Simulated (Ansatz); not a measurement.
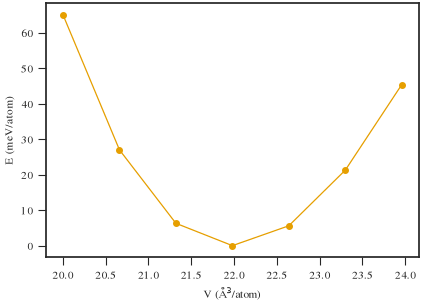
Figure: SnAu (NiAs type, P6_3/mmc) under volume change, plane-wave PAW LDA (Ansatz code), shape and atoms relaxed at each volume.

### Question
What does a third-order Birch–Murnaghan fit give for V₀, B₀ and B′?

### Answer
V₀ = 21.98 Å³/atom, B₀ = 97.1 GPa, B′ = 5.1.

The first step of the workflow began from a Materials Project structure, measured or hypothetical; the Crystallography Open Database files this formula in space group No. 194, but the cells were not matched. Whether it is the stable phase at ambient conditions was not checked. Symmetry was held in the LDA relaxation; of distortions, only those at the zone centre were tested. Spin–orbit coupling is left out wherever it is not named.

Potentials: the later of the program's two PAW sets.
